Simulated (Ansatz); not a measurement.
# BH4NO: what the fields show

```xyz
7

B    -0.5993    0.0505    0.0333
N     0.6257   -0.4431    0.5092
O    -0.7224    0.8545   -1.0663
H     0.1076    1.0637   -1.5007
H    -1.6086   -0.2374    0.6093
H     1.5229   -0.2564    0.0945
H     0.6741   -1.0318    1.3208
```

The reactant side of a reaction path; geometry: PBE0-D4/def2-TZVP.

These are results of RKS PBE0-D4/def2-TZVPP in Ansatz 0.2.0, not measurements.

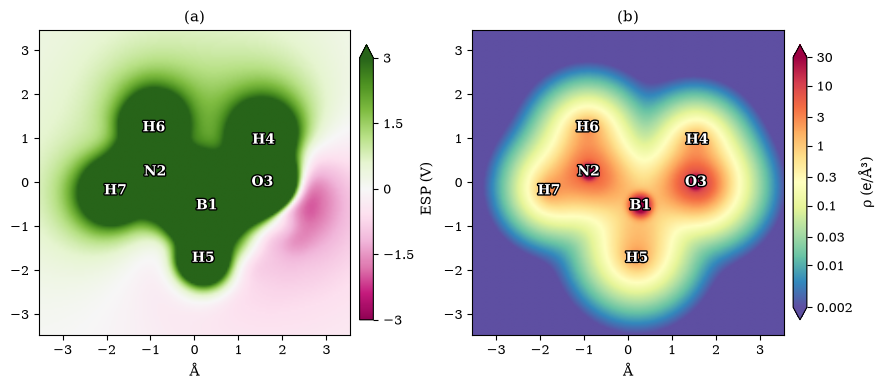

Figure 1. (a) molecular electrostatic potential; (b) electron density on the molecular plane.

### What do the fields say about this system?

- The section cuts through B, N, O and H sites.
- B–O (1.37 Å): ρ is about 2.1 e/Å³ halfway.
- B–N (1.40 Å): the density is about 1.9 e/Å³ at the midpoint.
- O–H (0.96 Å): ρ is about 3.8 e/Å³ halfway.
- N–H (1.00 Å): ρ is about 2.9 e/Å³ halfway.
- B–H (1.20 Å): ρ at the midpoint is about 1.3 e/Å³.
- Outside the dense part of the molecule the potential is most negative (−2.0 V) near O3.

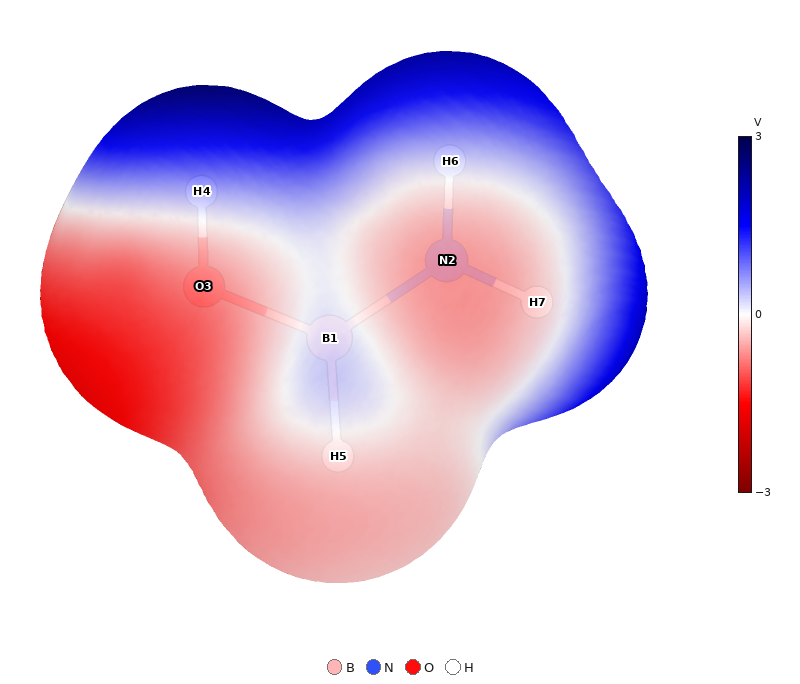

Figure 2. The electrostatic potential painted on the density surface at 0.002 e/bohr³, seen across its widest extent; the colour scale runs from red (negative) to blue (positive).

### Which sites attract a positive test charge, and which a negative one?

A positive charge is drawn to the negative regions and a negative charge to the positive ones. The most negative region (about −1.6 V, or −37 kcal/mol for a unit charge) lies over O3, the most positive (about +2.5 V, or +58 kcal/mol for a unit charge) over H4. O3 is the likeliest acceptor of a hydrogen bond.

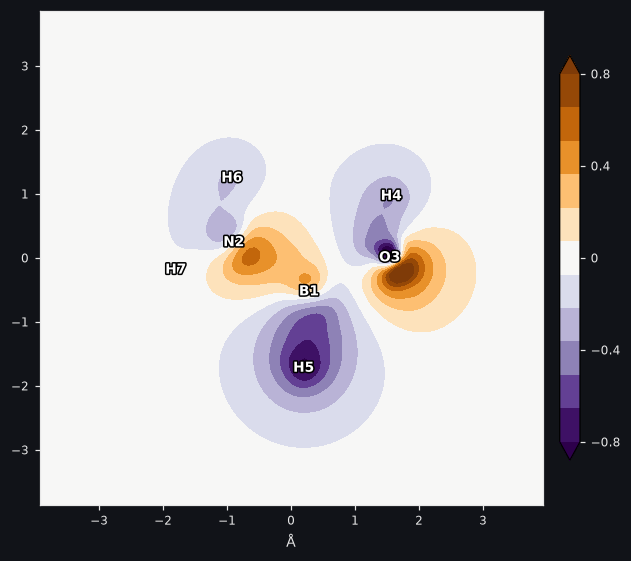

Figure 3. The HOMO−1 on the molecular plane (values in Å⁻³ᐟ²; the overall sign is arbitrary).

### Where does this orbital lie, and at what energy?

Its weight (Hirshfeld) is mainly on H5 (about 30 %), B1 (about 25 %), O3 (about 25 %) and N2 (about 10 %); it is symmetric in the molecular plane (an in-plane orbital: σ, lone-pair or in-plane π type). Its energy is −9.43 eV.
